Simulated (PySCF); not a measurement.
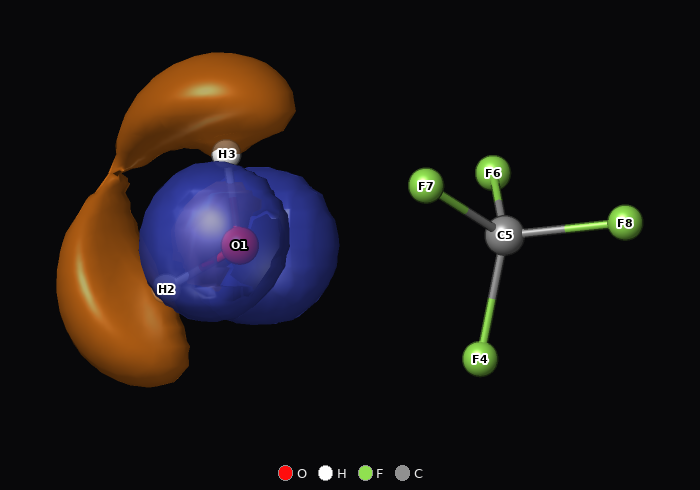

Figure 1: CH2F4O, SMILES `O.FC(F)(F)F`. Unrelaxed difference density of S₁ less the ground state (TDA singlet states), ±0.04 e/Å³; orange: gain, blue: loss.

Computed with PySCF, CAM-B3LYP/def2-SVP, geometry: an unrelaxed start of a pair search. Without diffuse functions Rydberg states are missing, so the states' numbers hold for this basis only.

Question: How does the charge move on excitation?

Answer: 0.82 e is displaced in all, of which about 0.6 e passes between atoms: O1 (0.62 e) loses electrons and H2 (0.32 e) and H3 (0.28 e) gain them. The state: 7.87 eV (158 nm), f = 0.017; the leading pair carries 100 %; hole on O1 (88 %) and H2 and H3 (6 % each), electron on H2 (38 %), H3 (33 %) and O1 (26 %); their centroids lie 0.7 Å apart.
